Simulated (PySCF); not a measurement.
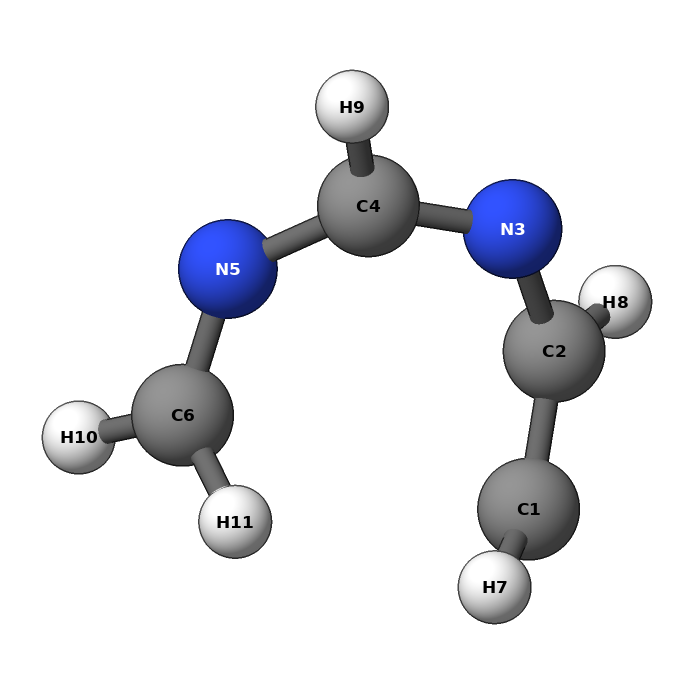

The questions are on Mulliken spin populations. Charge 0, doublet. The computed structure is the end point of a GFN2-xTB optimisation. No frequency run is at hand to confirm it as a minimum. Method: UKS B3LYP, pcH-1 on C H N, non-relativistic (PySCF 2.14.0).

Which atom carries the largest spin population?

Answer. C1 (1.02 e).

Which atom has the lowest spin population?

Answer. C2 (−0.12 e); a negative value comes from spin polarisation.

List the Mulliken spin populations.

```
atom  value (e)
  C1       1.02
  C2      −0.12
  N3       0.08
  C4      −0.02
  N5       0.01
  C6      −0.01
  H7       0.00
  H8       0.03
  H9       0.01
 H10       0.00
 H11       0.00
```

Mulliken values depend strongly on the basis set.
